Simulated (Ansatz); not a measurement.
Ge2Sn

Input file:

```
crystal:
  periodic: [false, false, false]
  atoms:
    - {symbol: Ge, position_ang: [-0.332310, 1.638722, 0.033926]}
    - {symbol: Ge, position_ang: [1.163587, -0.090558, -0.018067]}
    - {symbol: Sn, position_ang: [-0.831277, -1.548164, -0.015860]}
basis:
  gaussian: {orbitals: def2-TZVP, initial_orbitals: start.molden}
hamiltonian: {xc: pbe0, dispersion: d4}
scf: {omitted_lower_state_checks: [starts]}
output: {forces: true, orbitals: {seedname: orbitals}}
```

Run with:

```sh
ansatz run in.yaml --threads 4 --pin off --events-out ev --progress --plain --max-ram 3916MiB
```

Geometry: r2SCAN-D4/def2-TZVP; core potentials replace the inner electrons of Sn.

Theory: RKS PBE0-D4/def2-TZVP in Ansatz 0.2.0.

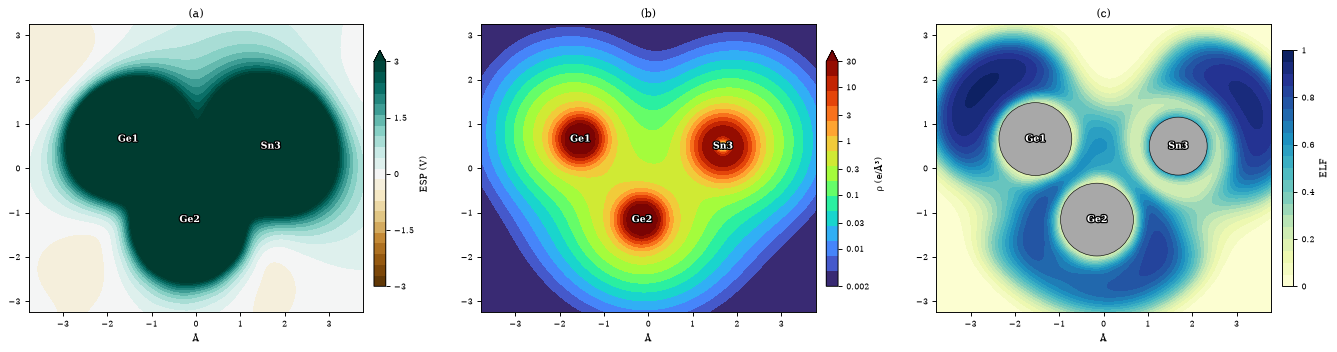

Figure 1. (a) molecular electrostatic potential; (b) electron density; (c) electron localisation function on the molecular plane. Grey discs cover the atomic cores in the ELF map.

Describe what can be read from this map.

Answer. The section cuts through Ge and Sn sites. Ge–Ge (2.29 Å): ρ at the midpoint is about 0.59 e/Å³; the ELF peaks at about 0.65 between the atoms. Sn–Ge (2.47 Å): ρ is about 0.48 e/Å³ halfway; the ELF is about 0.50 at the midpoint. Outside the dense part of the molecule the potential is most negative (−0.4 V) near Ge1.

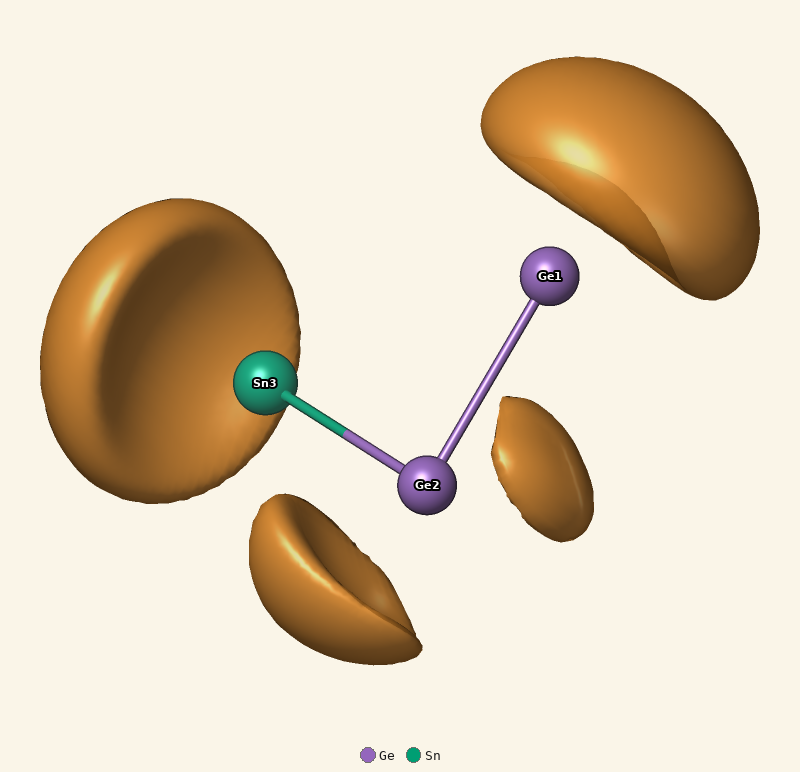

Figure 2. Isosurface of the electron localisation function at 0.75 (orange), seen at a tilt. Core shells and regions of very low density are left out.

Describe the localisation domains.

Answer. The surface consists of three lobes on Ge, pointing away from the bonds (lone pairs) and one lobe on Sn, pointing away from the bonds (lone pairs).

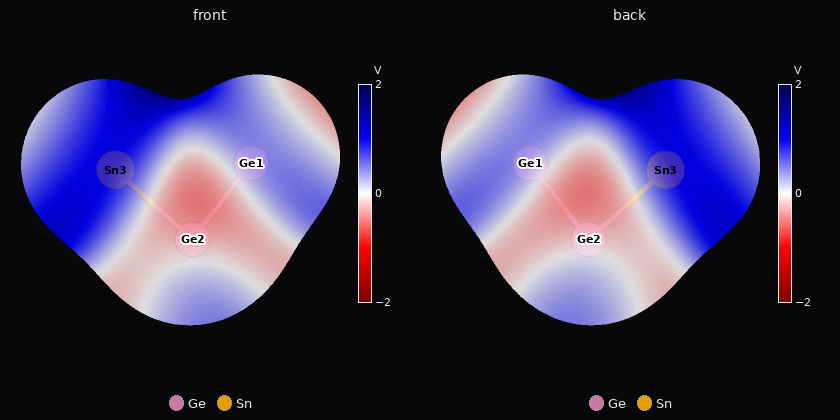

Figure 3. The electrostatic potential painted on the density surface at 0.002 e/bohr³, seen from the front and from behind; the colour scale runs from red (negative) to blue (positive).

Where is the surface potential most negative and most positive?

Answer. The most negative region (about −0.5 V) lies over Ge1 and Ge2, the most positive (about +1.6 V) over Sn3.

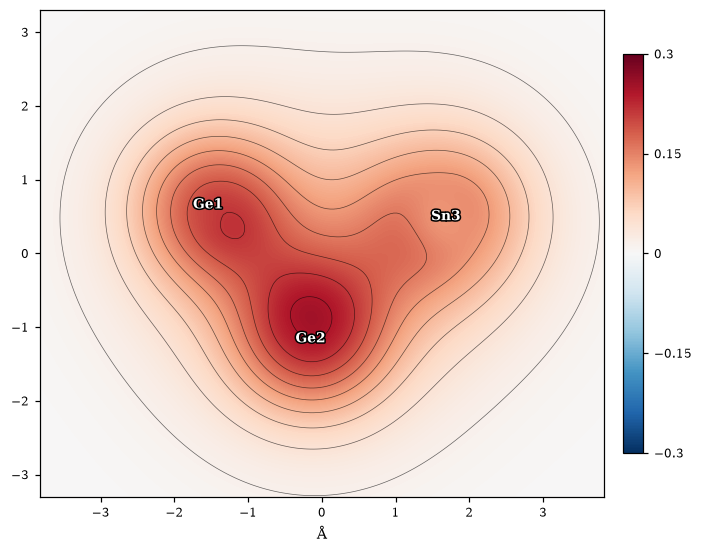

Figure 4. The HOMO−1 on a plane 0.8 Å above the molecular plane (values in Å⁻³ᐟ²; the overall sign is arbitrary).

Describe this orbital and give its energy.

Answer. Its weight (Hirshfeld) is mainly on Ge2 (about 40 %), Ge1 (about 30 %) and Sn3 (about 30 %); it changes sign across the molecular plane (π type); π-bonding across Ge1–Ge2 and Ge2–Sn3. Its energy is −6.03 eV.
